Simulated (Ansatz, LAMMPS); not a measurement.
# Site preference of Zn in place of Al in annealed particle of Al (140 atoms)

At which site of annealed particle of Al (140 atoms) does Zn in place of Al cost least, and what about the site decides it?

Program: Ansatz 0.2.0. Level of theory: Kohn-Sham DFT, PBEsol, PAW (set soft_1), plane waves. Results are calculated unless marked as measured.

## 1. The structure

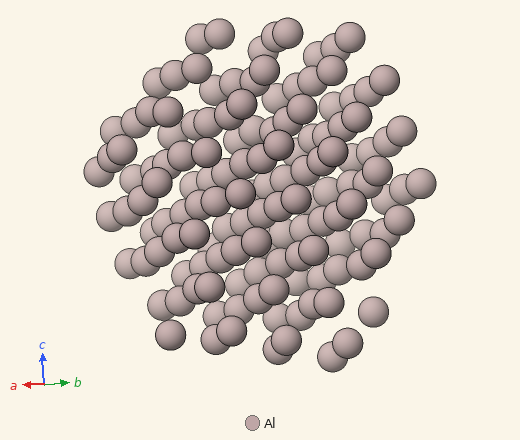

Start, viewed slightly off an axis; aluminium light grey.

The cell holds 140 atoms: 140 Al. Cell: a = 25.907 Å, b = 26.058 Å, c = 25.784 Å, α = 90.0°, β = 90.0°, γ = 90.0°. It derives from Al (fcc Al). 1 sphere(s) of radius 8.18 Å cut from fcc Al (a = 4.05 Å), in vacuum; annealed 20 ps at 500 K with the Finnis-Sinclair Al potential (Mendelev, file Al_mm.eam.fs of the LAMMPS distribution), cooled to 300 K. Vacuum lies along a, b and c.

## 2. Single point at the start

A single point comes first, to see the forces before anything moves.

The input, input.yaml:

```yaml
crystal:
  lattice:
    - [25.90732, 0.0, 0.0]
    - [0.0, 26.05777, 0.0]
    - [0.0, 0.0, 25.78389]
  atoms:
    - { symbol: Al, position: [0.40957, 0.50098, 0.27643] }
    - { symbol: Al, position: [0.27436, 0.38394, 0.33902] }
    - { symbol: Al, position: [0.41005, 0.56908, 0.2] }
    - { symbol: Al, position: [0.23569, 0.45575, 0.39962] }
    - { symbol: Al, position: [0.32276, 0.48198, 0.33901] }
    - { symbol: Al, position: [0.28228, 0.5509, 0.4133] }
    - { symbol: Al, position: [0.36092, 0.32727, 0.33728] }
    - { symbol: Al, position: [0.3266, 0.40392, 0.42272] }
    - { symbol: Al, position: [0.43755, 0.20331, 0.43625] }
    - { symbol: Al, position: [0.25877, 0.62645, 0.49047] }
    - { symbol: Al, position: [0.20013, 0.5366, 0.47437] }
    - { symbol: Al, position: [0.20557, 0.46739, 0.54976] }
    - { symbol: Al, position: [0.29294, 0.48108, 0.49206] }
    - { symbol: Al, position: [0.25811, 0.5549, 0.55849] }
    - { symbol: Al, position: [0.23085, 0.39318, 0.47872] }
    - { symbol: Al, position: [0.26312, 0.31279, 0.40772] }
    - { symbol: Al, position: [0.29143, 0.41294, 0.56446] }
    - { symbol: Al, position: [0.2626, 0.47916, 0.64219] }
    - { symbol: Al, position: [0.31923, 0.32957, 0.49407] }
    - { symbol: Al, position: [0.46989, 0.65348, 0.22208] }
    - { symbol: Al, position: [0.36321, 0.41139, 0.27357] }
    - { symbol: Al, position: [0.49095, 0.51268, 0.21774] }
    - { symbol: Al, position: [0.47382, 0.58355, 0.29465] }
    - { symbol: Al, position: [0.45062, 0.34742, 0.28202] }
    - { symbol: Al, position: [0.5035, 0.4384, 0.29131] }
    - { symbol: Al, position: [0.53501, 0.29191, 0.30614] }
    - { symbol: Al, position: [0.3806, 0.64224, 0.27553] }
    - { symbol: Al, position: [0.34647, 0.64962, 0.4137] }
    - { symbol: Al, position: [0.4382, 0.66754, 0.35964] }
    - { symbol: Al, position: [0.41921, 0.74229, 0.43546] }
    - { symbol: Al, position: [0.37941, 0.567, 0.35349] }
    - { symbol: Al, position: [0.37572, 0.49137, 0.42803] }
    [... 102 atom lines left out ...]
    - { symbol: Al, position: [0.67821, 0.40282, 0.64851] }
    - { symbol: Al, position: [0.76635, 0.40524, 0.58313] }
    - { symbol: Al, position: [0.74554, 0.49692, 0.64585] }
    - { symbol: Al, position: [0.70139, 0.33002, 0.57091] }
    - { symbol: Al, position: [0.62644, 0.62277, 0.71163] }
    - { symbol: Al, position: [0.64624, 0.48598, 0.72096] }
kpoints:
  mp_grid: { grid: [1, 1, 1] }
hamiltonian:
  xc: pbesol
  pseudopotentials: { kind: paw, azcp: { folder: soft_1 }, xc_functional: pbe }
scf:
  occupations: { method: fermi_dirac, width: 0.1 }
output:
  forces: true
```

Command:

```bash
ansatz run input.yaml --threads 16 --pin off --max-ram 31232MiB --backend cpu --events-out ev --progress --plain --runs-dir out
```

Numbers of over 12 decimals in the logs are rounded to 6 here.

What it wrote:

```text
[...]
Pseudopotentials: kind: paw
Pseudopotential: Al, paw, valence charge 3, recommended cutoff 420 eV (normal), soft_1/Al.paw.azcp
[... 3 lines on functional and potentials left out ...]
Crystal: 140 atoms, lattice volume = 17406.369 Å³
Basis set: ecut = 420 eV, 340199 PW (Γ), exchange–correlation on 360×360×360 points (8 copies of the dense FFT grid, shifted against one another)
Bands: 350, of which v1, the nominal top of the filled ones, is band 210 counted from 1 (209 counted from 0)
Symmetry: 1 space group operations
Space group: P1 (ITA 1), of the structure as read, at distance tolerance 2.6e-4 Å
k-points: 1
[... 4 lines on functional and potentials left out ...]
Initial density: superposition of atomic densities (neutral atoms: chi_scale 0, normalization atom)
Initial wavefunctions: pseudopotential atomic-orbital guess
[...]
SCF iter   1: F=—  HF=-73407.705721 eV  |F-HF|=—  |Δ(HF+E_count)|=         —  Δρ=1.30e-2  dr2=3.41e2  ethr=3.10e-3  ⟨swp⟩=9.0  Hψ=2299  notcnv=0  defer=6
preconditioner: auto → LDOS  [metal: Δε(μ)=0.028 eV  Ē_g=6.211 eV  σ=0.100 eV  W_gap=0.07  n_scr=924 (ndim 8)  ℏωp=5.8 eV  f_vac=0.739  D(μ)=60.05/eV (n_scr^D=146)  β→1.0]
[...]
SCF iter   9: F=—  HF=-73366.402418 eV  |F-HF|=—  |Δ(HF+E_count)|=   1.15e-5  Δρ=1.05e-6  dr2=5.31e-7  ethr=1.33e-9  ⟨swp⟩=3.0  Hψ=708  notcnv=0  defer=15
SCF iter  10: F=-73366.402419 eV  HF=-73366.402419 eV  |F-HF|=2.64e-7  |Δ(HF+E_count)|=   1.42e-6  Δρ=2.99e-7  dr2=3.71e-8  ethr=2.38e-11  ⟨swp⟩=5.0  Hψ=1005  notcnv=0
smearing: bands 209 to 210 share 2.016 electrons (they would hold 2.000 with every lower band full and every higher one empty; bands counted from 0; each is filled to between 0.4981 and 0.5097 of a full level; at each k-point the levels lie within 4.6e-3 eV, against a smearing width of 0.1000 eV). The entropy term TS of this state is 1.9886 eV
SCF 1 converged in 10 iterations: F = -73366.402419 eV  dr2 = 3.71e-8
[...]
SCF converged after 10 iterations
Free energy (F): -73366.402419 eV
Harris-Foulkes:  -73366.402419 eV  (|F-HF|=2.64e-7)
Internal energy: -73364.413854 eV  (E = F + TS)
E sigma→0 (E₀):  -73365.408136 eV
Entropy (-TS):   -1.988566 eV (-14.204 meV/atom)
Fermi energy:    -2.542679 eV
--- Per-component energies (eV) ---
[...]
Σ components = -73366.402419   (vs F -73366.402419, Δ=0.00e0)
--- Forces (eV/Å), atoms counted from 1 ---
  atom   1  Al    -0.32940089    -0.36456516     0.38918619
  atom   2  Al    -0.05668131     0.29078211    -0.96797623
  atom   3  Al    -0.07244399     0.56072784     0.10314781
  atom   4  Al    -0.08534707     0.65092496    -0.04360178
[...]
atom 140  Al     0.23249615    -0.05921573    -0.72576359
  max |Σ_I F_I| component: 2.36e-5 eV/Å
```

It took 50 s on 16 threads of Arm Neoverse V2, shared host; peak memory 17 GiB; 12 min of CPU time.

The column dr2 measures how far the density is from self-consistency, as an energy; F and HF (Harris–Foulkes) agree once it is small.

Notices of the run: open shared shell at semilocal close.

The r.m.s. force at the start is 0.44 eV/Å.

## 3. Relaxation

The atoms are relaxed in the fixed cell, aiming at the force tolerance of the input.

The input, input.yaml:

```yaml
crystal:
  lattice:
    - [25.90732, 0.0, 0.0]
    - [0.0, 26.05777, 0.0]
    - [0.0, 0.0, 25.78389]
  atoms:
    [... the 140 atom lines of step 2 ...]
kpoints:
  mp_grid: { grid: [1, 1, 1] }
hamiltonian:
  xc: pbesol
  pseudopotentials: { kind: paw, azcp: { folder: soft_1 }, xc_functional: pbe }
scf:
  occupations: { method: fermi_dirac, width: 0.1 }
output:
  forces: true
relax:
  f_tol: 0.05
  max_steps: 120
```

What it wrote:

```text
[...]
Crystal: 140 atoms, lattice volume = 17406.369 Å³
Basis set: ecut = 420 eV, 340199 PW (Γ), exchange–correlation on 360×360×360 points (8 copies of the dense FFT grid, shifted against one another)
Bands: 350, of which v1, the nominal top of the filled ones, is band 210 counted from 1 (209 counted from 0)
Symmetry: 1 space group operations
[...]
k-points: 1
[...]
SCF iter   1: F=—  HF=-73407.705734 eV  |F-HF|=—  |Δ(HF+E_count)|=         —  Δρ=1.30e-2  dr2=3.41e2  ethr=3.10e-3  ⟨swp⟩=9.0  Hψ=2299  notcnv=0  defer=6
[...]
SCF iter   7: F=—  HF=-73366.402359 eV  |F-HF|=—  |Δ(HF+E_count)|=   1.89e-4  Δρ=1.11e-5  dr2=6.06e-5  ethr=1.99e-7  ⟨swp⟩=2.0  Hψ=458  notcnv=0  defer=15
SCF iter   8: F=-73366.402417 eV  HF=-73366.402406 eV  |F-HF|=1.06e-5  |Δ(HF+E_count)|=   4.69e-5  Δρ=3.61e-6  dr2=5.44e-6  ethr=1.44e-8  ⟨swp⟩=4.0  Hψ=981  notcnv=0
[...]
SCF 1 converged in 8 iterations: F = -73366.402417 eV  dr2 = 5.44e-6
[...]
relax step   1: F+E_penalty+E_count = -73366.40241665 eV  Δ(F+E_penalty+E_count) = +0.000e0 eV  max|allowed force component| = 1.820e0 eV/Å  Δτ_max = 0.0000 Å  (8 SCF iters, dr2 threshold 6.25e-5 eV, accepted)
[... from here on, the SCF cycles and remarks between the steps are left out ...]
relax step   2: F+E_penalty+E_count = -73372.52345767 eV  Δ(F+E_penalty+E_count) = -6.121e0 eV  max|allowed force component| = 5.941e-1 eV/Å  Δτ_max = 0.1946 Å  (5 SCF iters, dr2 threshold 1.00e-4 eV, accepted)
relax step   3: F+E_penalty+E_count = -73374.74772484 eV  Δ(F+E_penalty+E_count) = -2.224e0 eV  max|allowed force component| = 2.355e-1 eV/Å  Δτ_max = 0.1984 Å  (6 SCF iters, dr2 threshold 2.21e-5 eV, accepted)
relax step   4: F+E_penalty+E_count = -73375.36950465 eV  Δ(F+E_penalty+E_count) = -6.218e-1 eV  max|allowed force component| = 1.489e-1 eV/Å  Δτ_max = 0.2000 Å  (6 SCF iters, dr2 threshold 5.91e-6 eV, accepted)
relax step   5: F+E_penalty+E_count = -73375.50172565 eV  Δ(F+E_penalty+E_count) = -1.322e-1 eV  max|allowed force component| = 5.850e-2 eV/Å  Δτ_max = 0.2000 Å  (6 SCF iters, dr2 threshold 3.48e-6 eV, accepted)
relax step   6: F+E_penalty+E_count = -73375.56202630 eV  Δ(F+E_penalty+E_count) = -6.030e-2 eV  max|allowed force component| = 8.876e-2 eV/Å  Δτ_max = 0.2000 Å  (7 SCF iters, accepted)
relax step   7: F+E_penalty+E_count = -73375.61076142 eV  Δ(F+E_penalty+E_count) = -4.874e-2 eV  max|allowed force component| = 1.284e-1 eV/Å  Δτ_max = 0.1976 Å  (8 SCF iters, accepted)
relax step   8: F+E_penalty+E_count = -73375.63653745 eV  Δ(F+E_penalty+E_count) = -2.578e-2 eV  max|allowed force component| = 8.693e-2 eV/Å  Δτ_max = 0.2000 Å  (5 SCF iters, dr2 threshold 1.65e-5 eV, accepted)
relax step   9: F+E_penalty+E_count = -73375.65293385 eV  Δ(F+E_penalty+E_count) = -1.640e-2 eV  max|allowed force component| = 4.565e-2 eV/Å  Δτ_max = 0.1939 Å  (5 SCF iters, dr2 threshold 3.47e-6 eV, accepted)
relax step  10: F+E_penalty+E_count = -73375.65293525 eV  Δ(F+E_penalty+E_count) = -1.404e-6 eV  max|allowed force component| = 4.560e-2 eV/Å  Δτ_max = 0.0000 Å  (4 SCF iters, accepted)
relax step  11: F+E_penalty+E_count = -73375.65988685 eV  Δ(F+E_penalty+E_count) = -6.952e-3 eV  max|allowed force component| = 3.363e-2 eV/Å  Δτ_max = 0.1908 Å  (7 SCF iters, accepted)
SCF converged after 7 iterations
Free energy (F): -73375.659887 eV
[...]
Internal energy: -73374.005755 eV  (E = F + TS)
E sigma→0 (E₀):  -73374.832821 eV
Entropy (-TS):   -1.654132 eV (-11.815 meV/atom)
Fermi energy:    -2.483255 eV
[...]
Σ components = -73375.659887   (vs F -73375.659887, Δ=0.00e0)
--- Forces (eV/Å), atoms counted from 1 ---
  atom   1  Al    -0.00245172     0.01779283    -0.00491716
  atom   2  Al    -0.00041899    -0.00209904     0.00057308
  atom   3  Al     0.00368517     0.01207764    -0.03003752
  atom   4  Al     0.00025270    -0.00100295     0.00321429
[...]
atom 140  Al     0.00235040    -0.00093937    -0.00258717
  max |Σ_I F_I| component: 3.55e-5 eV/Å
--- Relaxed structure (11 steps of the walk, 11 accepted, 0 SCFs on fresh bases) ---
  F+E_penalty+E_count = -73375.65988685 eV   max|allowed force component| = 3.363e-2 eV/Å
  atoms:
    - { symbol: Al, position: [0.407593, 0.492427, 0.274655] }
    - { symbol: Al, position: [0.266651, 0.391518, 0.334538] }
    - { symbol: Al, position: [0.403564, 0.580241, 0.221252] }
    - { symbol: Al, position: [0.236937, 0.466622, 0.405516] }
[...]
- { symbol: Al, position: [0.648163, 0.474471, 0.716157] }
```

Wall time 5.4 min (16 threads); peak memory 17 GiB; 83 min of CPU time.

The relaxation converged after 11 steps, 9.26 eV below its start, with a largest force component of 0.034 eV/Å.

## 4. Single point at the relaxed geometry

The electronic structure is read at the final geometry, in a run of its own.

The input, input.yaml:

```yaml
crystal:
  lattice:
    - [25.90732, 0.0, 0.0]
    - [0.0, 26.05777, 0.0]
    - [0.0, 0.0, 25.78389]
  atoms:
    - { symbol: Al, position: [0.40759, 0.49243, 0.27466] }
    - { symbol: Al, position: [0.26665, 0.39152, 0.33454] }
    - { symbol: Al, position: [0.40356, 0.58024, 0.22125] }
    - { symbol: Al, position: [0.23694, 0.46662, 0.40552] }
    - { symbol: Al, position: [0.32228, 0.48355, 0.34033] }
    - { symbol: Al, position: [0.29565, 0.557, 0.40912] }
    [... 128 atom lines left out ...]
    - { symbol: Al, position: [0.67628, 0.40088, 0.64466] }
    - { symbol: Al, position: [0.76304, 0.41578, 0.58329] }
    - { symbol: Al, position: [0.73568, 0.48888, 0.65691] }
    - { symbol: Al, position: [0.70381, 0.32883, 0.56891] }
    - { symbol: Al, position: [0.61662, 0.62981, 0.71001] }
    - { symbol: Al, position: [0.64816, 0.47447, 0.71616] }
kpoints:
  mp_grid: { grid: [1, 1, 1] }
hamiltonian:
  xc: pbesol
  pseudopotentials: { kind: paw, azcp: { folder: soft_1 }, xc_functional: pbe }
scf:
  occupations: { method: fermi_dirac, width: 0.1 }
output:
  forces: true
  populations: true
  dos:
    method: { smearing: { sigma: 0.15 } }
    de: 0.1
    projected: { site_lists: { Al: [Al] } }
  eigenvalues: true
  write_density: true
  write_potential: true
  volumetric_format: npy
  elf: true
```

What it wrote:

```text
[...]
Crystal: 140 atoms, lattice volume = 17406.369 Å³
Basis set: ecut = 420 eV, 340199 PW (Γ), exchange–correlation on 360×360×360 points (8 copies of the dense FFT grid, shifted against one another)
Bands: 350, of which v1, the nominal top of the filled ones, is band 210 counted from 1 (209 counted from 0)
Symmetry: 1 space group operations
[...]
k-points: 1
[...]
SCF iter   1: F=—  HF=-73417.153851 eV  |F-HF|=—  |Δ(HF+E_count)|=         —  Δρ=1.29e-2  dr2=3.70e2  ethr=3.10e-3  ⟨swp⟩=9.0  Hψ=2292  notcnv=0  defer=13
[...]
SCF iter  11: F=-73375.659878 eV  HF=-73375.659878 eV  |F-HF|=1.26e-7  |Δ(HF+E_count)|=   6.20e-7  Δρ=1.78e-7  dr2=1.68e-8  ethr=2.38e-11  ⟨swp⟩=46.0  Hψ=3723  notcnv=0
[...]
SCF 1 converged in 11 iterations: F = -73375.659878 eV  dr2 = 1.68e-8
[...]
WARN: The output density's exchange-correlation potential varies sharply where the density is thin. Do not read a vacuum level from v_tot or v_xc, or from such a field of the output density. On a cell that repeats whose density bears no net charge and no dipole along the vacuum's axis use v_es (v_loc + v_h of the components); [...]
SCF converged after 11 iterations
Free energy (F): -73375.659878 eV
[...]
Internal energy: -73374.005805 eV  (E = F + TS)
E sigma→0 (E₀):  -73374.832842 eV
Entropy (-TS):   -1.654073 eV (-11.815 meV/atom)
Fermi energy:    -2.483238 eV
[...]
--- Forces (eV/Å), atoms counted from 1 ---
  atom   1  Al    -0.00207564     0.01737853    -0.00508053
  atom   2  Al    -0.00018515    -0.00240319     0.00043817
  atom   3  Al     0.00449383     0.01233780    -0.02968642
  atom   4  Al     0.00004548    -0.00083937     0.00304017
  atom   5  Al    -0.00268748     0.00604117    -0.00273021
  atom   6  Al    -0.00536718     0.00240328     0.00581269
  atom   7  Al    -0.00057865     0.00107548     0.00238057
  atom   8  Al    -0.00086783     0.00083343     0.00218482
  atom   9  Al     0.00184392    -0.00031170     0.00155739
  atom  10  Al    -0.00274586     0.00033145     0.00117879
  atom  11  Al    -0.00022232    -0.00046136     0.00391360
  atom  12  Al    -0.00055885    -0.00181582    -0.00280869
  atom  13  Al    -0.00039953     0.00063643    -0.00181732
  atom  14  Al     0.00020464     0.00060429     0.00024425
[...]
atom 139  Al    -0.00041824     0.00067522    -0.00039575
  atom 140  Al     0.00283677    -0.00103446    -0.00286241
  max |Σ_I F_I| component: 9.27e-6 eV/Å
--- Band table (eV) ---
[...]
--- Löwdin populations: 140 sites ---
  site symbol       q [e]
     0     Al      3.0150
     1     Al      2.9516
     2     Al      2.9317
[...]
139     Al      2.9352
  spilling = 0.016852 (of n_electrons = 420.000000)
```

Wall time 88 s (16 threads); peak memory 17 GiB.

The program notes that the exchange-correlation potential is rough where the density is thin.

Numbers from this run:

```
free energy                             : -73375.6599 eV
free energy per atom                    : -524.1119 eV/atom
SCF cycles                              : 11
r.m.s. force component                  : 0.00511 eV/Å
longest force                           : 0.03907 eV/Å
Fermi energy                            : -2.483 eV
levels partly filled by over 2 per cent : 22
spilling of the projection              : 0.01685
```

The mean of these charges, 0.051 e, is only the charge that the projection spills.

Löwdin charges by element and coordination (they lack the spilled electrons, 0.051 e an atom on average):

```
element  coordination  atoms  mean charge (e)  spread    least     most
     Al           all    140           0.0506  0.0211  -0.0457   0.0991
     Al             4      1           0.0154       0   0.0154   0.0154
     Al             6     27           0.0603  0.0095   0.0429   0.0794
     Al             7     22           0.0564  0.0097   0.0398    0.086
     Al             8      6           0.0419  0.0312   0.0113   0.0892
     Al             9     33            0.066  0.0161  -0.0149   0.0991
     Al            10      3          -0.0177  0.0199  -0.0457  -0.0012
     Al            11      3           0.0496  0.0295   0.0247    0.091
     Al            12     45           0.0371  0.0102  -0.0012   0.0665
```

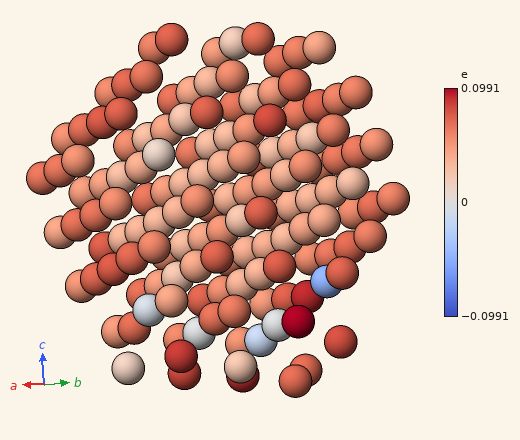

Atoms coloured by Löwdin charge.

Density of states as counts of states in windows of 1 eV (from the Fermi level), total and the larger projections:

```csv
from (eV),to (eV),total,Al p,Al s
-10,-9,16.8,9.2,7.6
-9,-8,23.6,14.2,9.4
-8,-7,28.2,17.5,10.6
-7,-6,34.9,21.7,13.0
-6,-5,34.8,20.6,13.9
-5,-4,42.4,24.5,17.4
-4,-3,53.0,35.1,17.0
-3,-2,53.8,39.5,13.1
-2,-1,60.6,42.3,16.7
-1,0,62.5,44.0,16.6
0,1,73.8,52.3,17.7
1,2,72.4,51.4,15.9
2,3,82.5,55.5,17.5
```

Between -12 and -10 eV lie 8 more states.

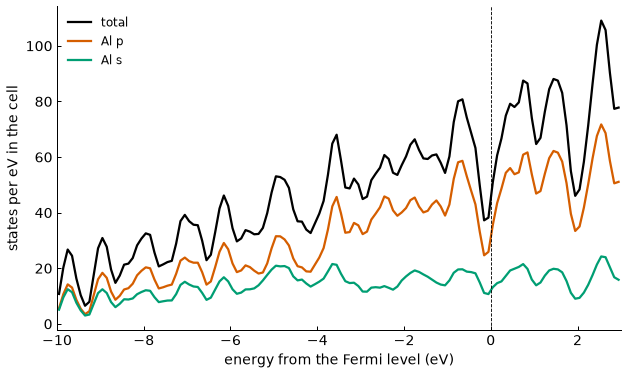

Total and projected density of states, with the broadening of the input.

The levels nearest the highest filled one (over half full), pooled over k-points and spins:

```
level less the highest filled one (eV)  occupation
                                -0.295        1.92
                                -0.251        1.88
                                 -0.23        1.86
                                -0.142        1.69
                                -0.107        1.58
                                     0        1.13
                                0.0696       0.787
                                0.0791       0.743
                                 0.116       0.581
                                 0.137       0.498
                                 0.163       0.408
                                 0.198       0.304
```

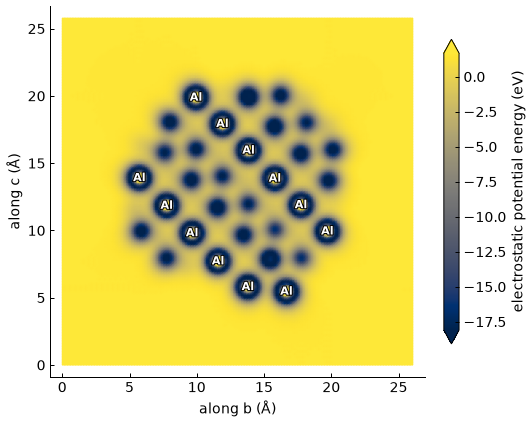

Electrostatic potential energy in the bc plane at fractional x = 0.499, with atoms of Al within 0.2 Å of it. With pseudopotentials it is smooth inside the atoms' cores, unlike the true potential.

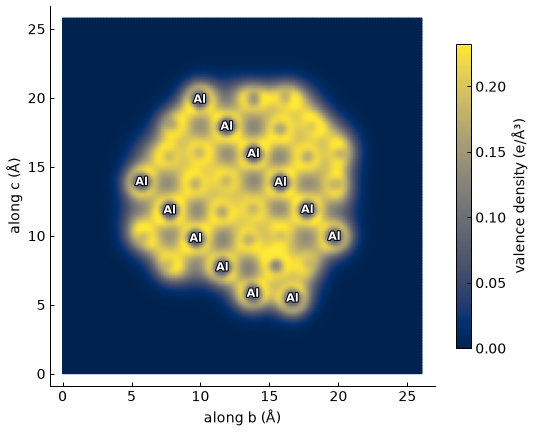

Valence density in the bc plane at fractional x = 0.499, with atoms of Al within 0.2 Å of it. It is the smooth field of the valence electrons, not physical close to the nuclei.

22 levels are partly filled, by over 2 % (at Γ alone): at this level the cell shows no clear gap. Löwdin charges run from -0.05 to +0.10 e, about a mean that is the spilled charge alone. Among metals such projection charges depend strongly on the orbitals used and are no measure of ionicity. Within 0.4 eV of the Fermi level the largest share is Al p (73 % of the projected weight).

(Part 1 of 2 ends here.)

[Logs are printed without paths, hosts, clocks, repeated set-up lines and the standing remarks that a program may print on its own settings, such as how far it seeks lower states.]

[Hosts, paths, dates, database ids (printed as entryN), source tags and the programs' standing remarks are cut or masked in the printed files.]
